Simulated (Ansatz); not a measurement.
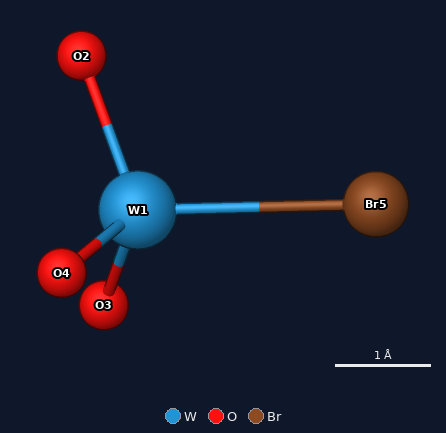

Fig. 1: The structure as given in the input (ball-and-stick view, seen at a tilt; atoms are numbered from 1 in the order of the input). Sticks mark near contacts.

WBrO₃: geometry relaxation (part 1 of 2)

- system: WBrO₃, multiplicity 2
- method: UKS B3LYP-D4/def2-SVPD (Ansatz 0.2.0)

The geometry: B3LYP-D4/def2-SVPD start. Figures and captions count atoms from 1; the log counts them from 0 in places.

### Input
```yaml
crystal:
  periodic: [false, false, false]
  atoms:
    - {symbol: W, position_ang: [0.072446, 0.125075, 0.052060]}
    - {symbol: O, position_ang: [0.086913, 0.113209, 1.804087]}
    - {symbol: O, position_ang: [1.721671, 0.140528, -0.539334]}
    - {symbol: O, position_ang: [-0.756061, 1.563284, -0.509243]}
    - {symbol: Br, position_ang: [-1.124969, -1.942095, -0.807569]}
basis:
  gaussian: {orbitals: def2-SVPD}
magnetization: {spin_polarized: true, initial_magnetization: 1}
hamiltonian: {xc: {name: B3LYP}, dispersion: d4}
scf: {lower_state_search: "off"}
output: {orbitals: {seedname: orbitals}}
relax: {f_tol: 0.02, max_steps: 100}
```

Machine: 4 threads of Arm Neoverse V1, 23 GiB of memory available, shared host.

Launch command:
```bash
ansatz run in.yaml --threads 4 --pin off --events-out ev --progress --plain --max-ram 3916MiB
```

### What the program printed
```
Functional definition: B3LYP
  name "B3LYP"
  cite "Stephens, Devlin, Chabalowski & Frisch, J. Phys. Chem. 98, 11623 (1994) doi:10.1021/j100096a001"
  cite "Becke, Phys. Rev. A 38, 3098 (1988) doi:10.1103/PhysRevA.38.3098"
  cite "Lee, Yang & Parr, Phys. Rev. B 37, 785 (1988) doi:10.1103/PhysRevB.37.785"
  cite "Vosko, Wilk & Nusair, Can. J. Phys. 58, 1200 (1980) doi:10.1139/p80-159"
  parameter a0 = 0.2
  parameter ax = 0.72
  parameter ac = 0.81
  exchange = (1 - a0 - ax)*slater_x + ax*b88_x + a0*exact_x
  correlation = (1 - ac)*vwn_rpa_c + ac*lyp_c
these checks for a lower state are left out or cut short: stability, starts, cluster_reference, orbital_swaps, neighbouring_geometries, increment
1463 factors; integrals over basis functions are off by at most 2.8e-4 eV
mean field evaluation 1: about -77974.5454 eV, gradient 8.5e1 eV
mean field evaluation 2: about -77532.7920 eV, gradient 2.9e2 eV
mean field evaluation 4: about -77996.7829 eV, gradient 3.8e1 eV
mean field evaluation 8: about -78003.5083 eV, gradient 1.1e1 eV
mean field evaluation 16: about -78004.1659 eV, gradient 4.3e-2 eV
mean field evaluation 32: about -78004.1662 eV, gradient 5.6e-6 eV
mean field -78004.16615200 eV, -2866.6002329630 hartree, gradient 2.8e-6 eV, S^2 0.788585; 0 other end points of the search recorded, 0 dependent functions left out
the calculation of the forces begins
reference -78004.16643378 eV, -2866.6002433183 hartree; 37, 36 occupied and 108, 109 virtual orbitals, 1463 factors
relax step   1: F+E_penalty+E_count = -78004.42806806 eV  Δ(F+E_penalty+E_count) = +0.000e0 eV  max|allowed force component| = 2.406e0 eV/Å  Δτ_max = 0.0000 Å  (106 SCF iters, accepted)
these checks for a lower state are left out or cut short: stability, starts, cluster_reference, orbital_swaps, neighbouring_geometries, increment
1463 factors; integrals over basis functions are off by at most 2.5e-4 eV
mean field -78004.17921267 eV, -2866.6007129341 hartree, gradient 3.3e-6 eV, S^2 0.798732; 0 other end points of the search recorded, 0 dependent functions left out
[... from here on the field's lines of each further geometry are left out, up to the last ...]
relax step   2: F+E_penalty+E_count = -78004.44287632 eV  Δ(F+E_penalty+E_count) = -1.481e-2 eV  max|allowed force component| = 2.597e0 eV/Å  Δτ_max = 0.1423 Å  (40 SCF iters, accepted)
relax step   3: F+E_penalty+E_count = -78004.55885294 eV  Δ(F+E_penalty+E_count) = -1.160e-1 eV  max|allowed force component| = 1.353e-1 eV/Å  Δτ_max = 0.0692 Å  (34 SCF iters, accepted)
relax step   4: F+E_penalty+E_count = -78004.55944207 eV  Δ(F+E_penalty+E_count) = -5.891e-4 eV  max|allowed force component| = 5.486e-2 eV/Å  Δτ_max = 0.0035 Å  (40 SCF iters, accepted)
relax step   5: F+E_penalty+E_count = -78004.55953890 eV  Δ(F+E_penalty+E_count) = -9.682e-5 eV  max|allowed force component| = 1.163e-1 eV/Å  Δτ_max = 0.0016 Å  (45 SCF iters, accepted)
relax step   6: F+E_penalty+E_count = -78004.56300383 eV  Δ(F+E_penalty+E_count) = -3.465e-3 eV  max|allowed force component| = 1.236e0 eV/Å  Δτ_max = 0.0167 Å  (54 SCF iters, accepted)
relax step   7: F+E_penalty+E_count = -78004.54095849 eV  Δ(F+E_penalty+E_count) = +2.205e-2 eV  max|allowed force component| = 1.352e0 eV/Å  Δτ_max = 0.0506 Å  (51 SCF iters, rejected (line search))
relax step   8: F+E_penalty+E_count = -78004.58492928 eV  Δ(F+E_penalty+E_count) = -2.193e-2 eV  max|allowed force component| = 1.453e0 eV/Å  Δτ_max = 0.0211 Å  (49 SCF iters, accepted)
relax step   9: F+E_penalty+E_count = -78004.60286312 eV  Δ(F+E_penalty+E_count) = -1.793e-2 eV  max|allowed force component| = 8.884e-1 eV/Å  Δτ_max = 0.0139 Å  (41 SCF iters, accepted)
relax step  10: F+E_penalty+E_count = -78004.63098446 eV  Δ(F+E_penalty+E_count) = -2.812e-2 eV  max|allowed force component| = 8.251e-1 eV/Å  Δτ_max = 0.0335 Å  (39 SCF iters, accepted)
relax step  11: F+E_penalty+E_count = -78004.63947859 eV  Δ(F+E_penalty+E_count) = -8.494e-3 eV  max|allowed force component| = 2.193e-1 eV/Å  Δτ_max = 0.0128 Å  (32 SCF iters, accepted)
relax step  12: F+E_penalty+E_count = -78004.64047605 eV  Δ(F+E_penalty+E_count) = -9.975e-4 eV  max|allowed force component| = 2.061e-2 eV/Å  Δτ_max = 0.0135 Å  (33 SCF iters, accepted)
relax step  13: F+E_penalty+E_count = -78004.64052182 eV  Δ(F+E_penalty+E_count) = -4.577e-5 eV  max|allowed force component| = 1.664e-2 eV/Å  Δτ_max = 0.0038 Å  (38 SCF iters, accepted)
relax step  14: F+E_penalty+E_count = -78004.64052632 eV  Δ(F+E_penalty+E_count) = -4.508e-6 eV  max|allowed force component| = 1.585e-2 eV/Å  Δτ_max = 0.0003 Å  (28 SCF iters, accepted)
relax step  15: F+E_penalty+E_count = -78004.64065509 eV  Δ(F+E_penalty+E_count) = -1.288e-4 eV  max|allowed force component| = 9.561e-2 eV/Å  Δτ_max = 0.0067 Å  (44 SCF iters, accepted)
relax step  16: F+E_penalty+E_count = -78004.64097600 eV  Δ(F+E_penalty+E_count) = -3.209e-4 eV  max|allowed force component| = 1.636e-1 eV/Å  Δτ_max = 0.0066 Å  (44 SCF iters, accepted)
relax step  17: F+E_penalty+E_count = -78004.64184489 eV  Δ(F+E_penalty+E_count) = -8.689e-4 eV  max|allowed force component| = 2.634e-1 eV/Å  Δτ_max = 0.0107 Å  (40 SCF iters, accepted)
relax step  18: F+E_penalty+E_count = -78004.64354521 eV  Δ(F+E_penalty+E_count) = -1.700e-3 eV  max|allowed force component| = 3.534e-1 eV/Å  Δτ_max = 0.0135 Å  (42 SCF iters, accepted)
relax step  19: F+E_penalty+E_count = -78004.64580643 eV  Δ(F+E_penalty+E_count) = -2.261e-3 eV  max|allowed force component| = 3.509e-1 eV/Å  Δτ_max = 0.0093 Å  (42 SCF iters, accepted)
relax step  20: F+E_penalty+E_count = -78004.25379285 eV  Δ(F+E_penalty+E_count) = +3.920e-1 eV  max|allowed force component| = 6.445e0 eV/Å  Δτ_max = 0.1951 Å  (50 SCF iters, rejected (line search))
relax step  21: F+E_penalty+E_count = -78004.53746068 eV  Δ(F+E_penalty+E_count) = +1.083e-1 eV  max|allowed force component| = 2.040e0 eV/Å  Δτ_max = 0.0949 Å  (51 SCF iters, rejected (line search))
relax step  22: F+E_penalty+E_count = -78004.65341666 eV  Δ(F+E_penalty+E_count) = -7.610e-3 eV  max|allowed force component| = 2.228e-1 eV/Å  Δτ_max = 0.0474 Å  (46 SCF iters, accepted)
relax step  23: F+E_penalty+E_count = -78004.65500248 eV  Δ(F+E_penalty+E_count) = -1.586e-3 eV  max|allowed force component| = 1.467e-1 eV/Å  Δτ_max = 0.0103 Å  (42 SCF iters, accepted)
the calculation of the forces begins
reference -78004.39307064 eV, -2866.6085720695 hartree; 37, 36 occupied and 108, 109 virtual orbitals, 1463 factors
relax step  24: F+E_penalty+E_count = -78004.65548639 eV  Δ(F+E_penalty+E_count) = -4.839e-4 eV  max|allowed force component| = 1.191e-1 eV/Å  Δτ_max = 0.0132 Å  (41 SCF iters, accepted)
these checks for a lower state are left out or cut short: stability, starts, cluster_reference, orbital_swaps, neighbouring_geometries, increment
1463 factors; integrals over basis functions are off by at most 3.2e-4 eV
mean field evaluation 256: about -78004.3940 eV, gradient 2.1e-6 eV
mean field -78004.39399569 eV, -2866.6086060642 hartree, gradient 6.8e-6 eV, S^2 0.766101; 0 other end points of the search recorded, 0 dependent functions left out
the calculation of the forces begins
reference -78004.39427941 eV, -2866.6086164909 hartree; 37, 36 occupied and 108, 109 virtual orbitals, 1463 factors
relax step  25: F+E_penalty+E_count = -78004.65674207 eV  Δ(F+E_penalty+E_count) = -1.256e-3 eV  max|allowed force component| = 1.720e-2 eV/Å  Δτ_max = 0.0174 Å  (41 SCF iters, accepted)
```

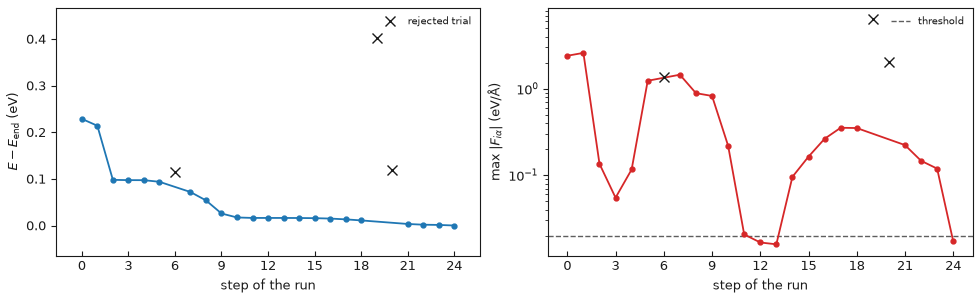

Fig. 2: Progress of the relaxation, step by step (the first geometry is step 0 here and step 1 in the log).

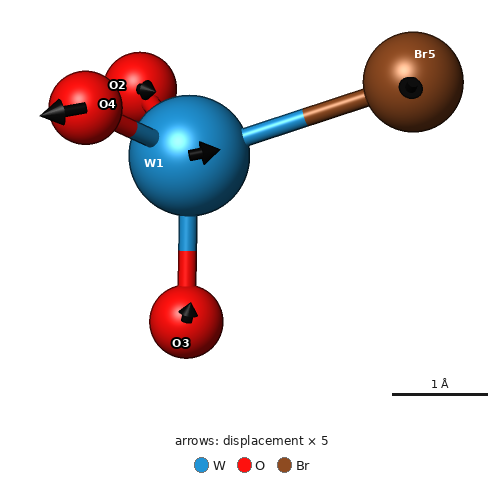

Fig. 3: The starting structure with the displacements as black arrows, magnified 5 times (ball-and-stick view, seen at a tilt). The two geometries are laid on each other by the best rigid fit. The largest move after the best rigid fit is that of O4, 0.10 Å. By element the largest moves are O 0.10 Å, Br 0.07 Å, W 0.07 Å. Among the contacts that change: W1–O4 1.752 → 1.874 Å, W1–Br5 2.539 → 2.441 Å, W1–O2 1.752 → 1.721 Å. Among the angles that change: O4–W1–Br5 109.7° → 114.2°, O3–W1–O4 109.3° → 105.2°, O2–W1–O4 109.3° → 106.6°. Over 24 geometry steps the energy falls by 0.229 eV. Largest force component: 2.4 eV/Å at the start, 0.017 eV/Å at the end. The line search rejected the trial steps at points 6, 19, 20 (counted from 0) and went back. (Atoms are counted from 1 in the order of the input.)

```
Total energy: -78004.65702579 eV, -2866.6182722424 hartree
Atom 0 at     0.055880     0.059485     0.044808 Å, force     0.014902     0.004989    -0.003820 eV/Å
Atom 1 at     0.074989     0.090990     1.765148 Å, force    -0.010924     0.006867     0.001542 eV/Å
Atom 2 at     1.678461     0.131664    -0.534574 Å, force    -0.009449    -0.010630    -0.006909 eV/Å
Atom 3 at    -0.735190     1.665186    -0.510569 Å, force    -0.002645    -0.017196     0.009267 eV/Å
Atom 4 at    -1.074140    -1.947325    -0.764813 Å, force     0.008116     0.015970    -0.000081 eV/Å
Dipole moment:    -0.286007    -0.152740    -0.206466 e Å
Checks for a lower state left out: stability, starts, cluster_reference, orbital_swaps, neighbouring_geometries, increment
```

### Trajectory as extended XYZ (Å, eV, eV/Å), 25 frames, from step=1 to step=25
```
5
Properties=species:S:1:pos:R:3:forces:R:3 step=1 energy=-78004.42807
W     0.0724    0.1251    0.0521   -1.3937  -2.4062  -0.9958
O     0.0869    0.1132    1.8041    0.1915   0.3195   0.6673
O     1.7217    0.1405   -0.5393    0.6924   0.3282  -0.0471
O    -0.7561    1.5633   -0.5092   -0.0664   0.7640  -0.0379
Br   -1.1250   -1.9421   -0.8076    0.5761   0.9946   0.4136
5
Properties=species:S:1:pos:R:3:forces:R:3 step=2 energy=-78004.44288
W     0.0053    0.0092    0.0039    1.5043   2.5974   1.0858
O     0.1113    0.1564    1.7696   -0.2240  -0.3811  -0.4296
O     1.6973    0.1830   -0.5039   -0.4707  -0.3838  -0.0696
O    -0.7064    1.5632   -0.4747   -0.0954  -0.5994  -0.0741
Br   -1.1075   -1.9118   -0.7949   -0.7143  -1.2331  -0.5125
5
Properties=species:S:1:pos:R:3:forces:R:3 step=3 energy=-78004.55885
W     0.0380    0.0655    0.0273    0.0382   0.0667   0.0429
O     0.0973    0.1315    1.7922    0.0036   0.0090  -0.1353
O     1.7140    0.1587   -0.5252   -0.1123   0.0089   0.0453
O    -0.7362    1.5657   -0.4955    0.0653  -0.0935   0.0432
Br   -1.1130   -1.9214   -0.7988    0.0052   0.0089   0.0038
5
Properties=species:S:1:pos:R:3:forces:R:3 step=4 energy=-78004.55944
W     0.0372    0.0641    0.0268    0.0052   0.0107   0.0429
O     0.0982    0.1332    1.7894   -0.0001   0.0007  -0.0549
O     1.7118    0.1607   -0.5233   -0.0185   0.0051   0.0064
O    -0.7334    1.5647   -0.4936    0.0145  -0.0147   0.0063
Br   -1.1138   -1.9227   -0.7992   -0.0011  -0.0019  -0.0007
```
